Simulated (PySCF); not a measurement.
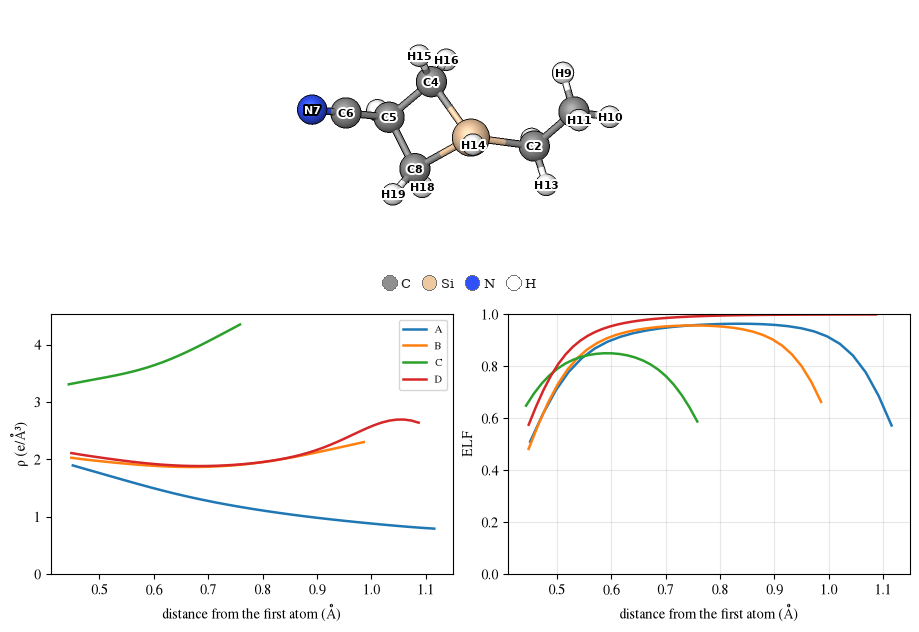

Figure. C₆H₁₁NSi. Total electron density and electron localisation function along straight lines between neighbouring atoms. The curves leave out the atomic cores. The structure is drawn too.

Geometry: GFN2-xTB.

Computed with PySCF, PBE0/pcSseg-1, SCF density, gas phase, non-relativistic.

Input

```
{"job": {"kind": "nmr", "xc": "PBE0", "basis": "pcSseg-1"}, "charge": 0, "multiplicity": 1}
C      2.933787     0.021760    -0.314276
C      1.639541    -0.378830    -1.013567
Si     0.198112    -0.576390     0.206501
C     -0.683694     1.024203     0.783996
C     -2.027324     0.524346     0.193036
C     -2.960586     0.204520     1.233855
N     -3.685071    -0.068746     2.076869
C     -1.553636    -0.753432    -0.544240
H      2.807224     0.957642     0.224123
H      3.741117     0.147855    -1.033448
H      3.231645    -0.740777     0.400566
H      1.397001     0.367876    -1.771787
H      1.799703    -1.318118    -1.543688
H      0.498354    -1.525704     1.282849
H     -0.735696     1.203519     1.855803
H     -0.360381     1.951047     0.314112
H     -2.496715     1.252985    -0.473530
H     -1.631136    -0.648700    -1.623974
H     -2.122050    -1.635805    -0.260660
```

Run with:

```sh
OMP_NUM_THREADS=1 python probes_run.py task.json out
```

Question: Which curve belongs to which contact (C–C, C–H, C–N and C–Si)? The first atom named is at distance zero.

Answer: Curve A: C–Si (1.90 Å): ρ is about 0.93 e/Å³ halfway; the ELF peaks at about 0.95 between the atoms; localised, covalent bonding. Curve B: C–C (1.43 Å): ρ at the midpoint is about 1.9 e/Å³; the ELF peaks at about 0.95 between the atoms; localised, covalent bonding. Curve C: C–N (1.14 Å): ρ at the midpoint is about 3.6 e/Å³; the ELF peaks at about 0.85 between the atoms; a multiple bond. Curve D: C–H (1.09 Å): the density is about 2 e/Å³ at the midpoint; the ELF climbs to about 1 towards the hydrogen, as it does in any bond to H (an ordinary covalent bond to hydrogen).
